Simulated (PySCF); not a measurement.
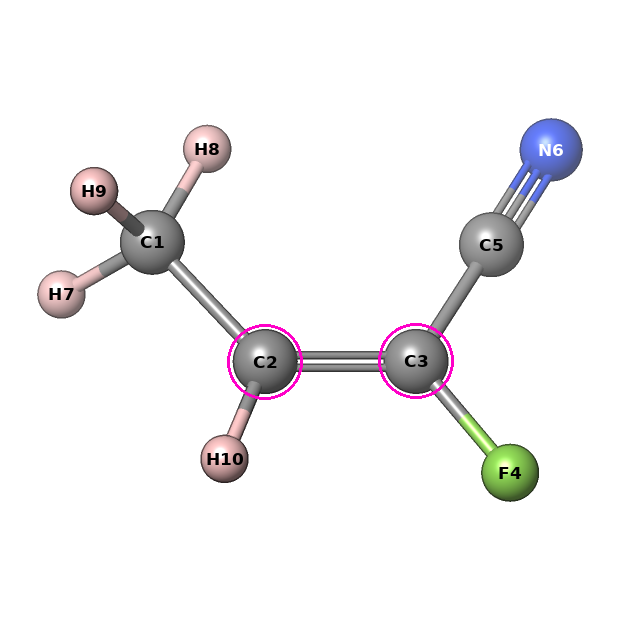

Depth is shown by fading: the farther an atom, the more it takes the colour of the background. Circles mark the stereogenic atoms. The geometry was computed by an optimisation with PBE0-D3(BJ)/def2-SVP. No frequency run is at hand to confirm it as a minimum.

What are the Cahn–Ingold–Prelog descriptors?

C2=C3: E.

Write the isomeric SMILES.

C/C=C(/F)C#N
